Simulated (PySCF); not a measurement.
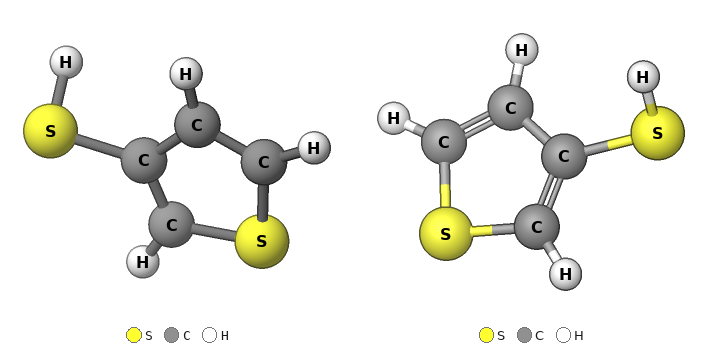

Both panels show the same species.

Describe the molecule.

It has 10 atoms: 4 carbon, 4 hydrogen and 2 sulfur (C₄H₄S₂). As SMILES it reads `Sc1ccsc1`. Independent rings (smallest set): 1 of 5 members, 1 of them aromatic. Among its groups: thiol. The point group is C1. Coordination: 2 S bent; 4 C trigonal planar.

The parts below concern this one geometry. Atoms keep their numbers from picture to picture. The geometry was computed by an optimisation with PBE0-D3(BJ)/def2-SVP. No frequency run is at hand to confirm it as a minimum.

## Geometry

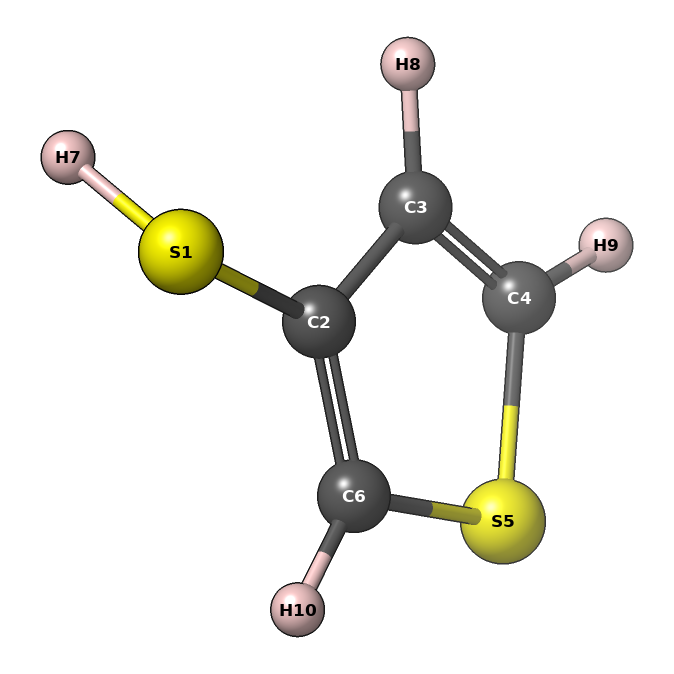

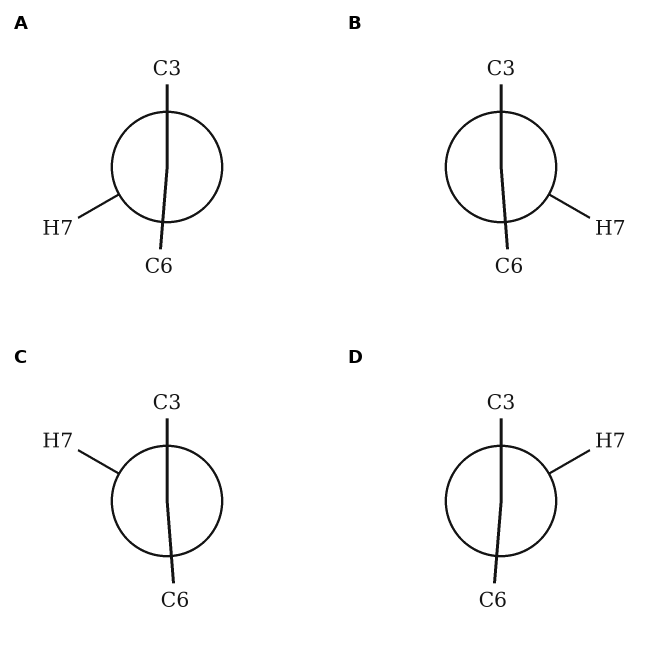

Atoms fade into the background with distance from the viewer. Bonds that would overlap in a projection are set slightly apart. No frequency run is at hand to confirm it as a minimum.

> Which Newman projection shows the view along C2–S1, with C2 in front?

D. The torsion angle C3–C2–S1–H7 is 60°, synclinal (gauche).

## Ring current

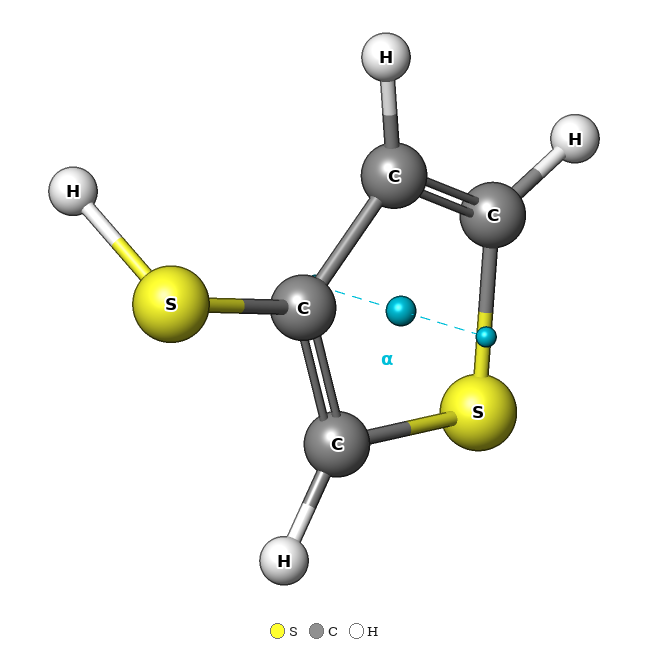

The small points mark where nucleus-independent chemical shifts (NICS) were computed: at the centre of each lettered ring and 1 Å above and below it. No frequency run is at hand to confirm it as a minimum. Level of theory: GIAO CAM-B3LYP/pcSseg-2 NMR shielding, non-relativistic, gas phase (PySCF 2.14.0).

Give NICS(0), NICS(1) and the out-of-plane component NICS(1)zz for each ring (means of the two sides).

```csv
ring,members,NICS(0),NICS(1),NICS(1)zz
α,C4S,−12.0,−9.4,−26.4
```

Values in ppm.

> What do the values say about the ring currents?

Ring α: diatropic, as in an aromatic ring. NICS is one index among several.

## Levels of theory compared

No frequency run is at hand to confirm it as a minimum. Program: PySCF 2.14.0.

Compare dipole (D), HOMO energy (eV) at these levels: B97-2/pcSseg-2; BHandHLYP/pcSseg-2; CAM-B3LYP/pcSseg-2; LC-wPBE/pcSseg-2; WP04/pcSseg-2; ωB97X-D/pcSseg-2.

```tsv
level	dipole (D)	HOMO energy (eV)
B97-2/pcSseg-2	1.29	−6.46
BHandHLYP/pcSseg-2	1.28	−7.60
CAM-B3LYP/pcSseg-2	1.29	−7.94
LC-wPBE/pcSseg-2	1.33	−9.26
WP04/pcSseg-2	1.20	−7.74
ωB97X-D/pcSseg-2	1.31	−8.48
```

## NMR shielding

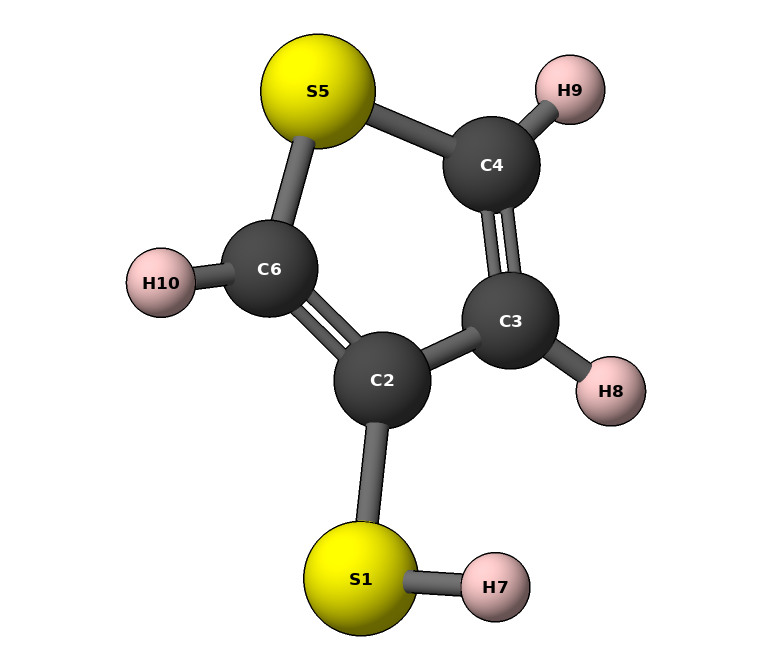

The questions are on isotropic NMR shieldings of the C atoms. No frequency run is at hand to confirm it as a minimum. Level of theory: GIAO CAM-B3LYP/pcSseg-2 NMR shielding, non-relativistic, gas phase (PySCF 2.14.0).

List the isotropic NMR shieldings of the C atoms.

```csv
atom,σ (ppm)
C2,43.1
C3,37.2
C4,40.1
C6,37.1
```
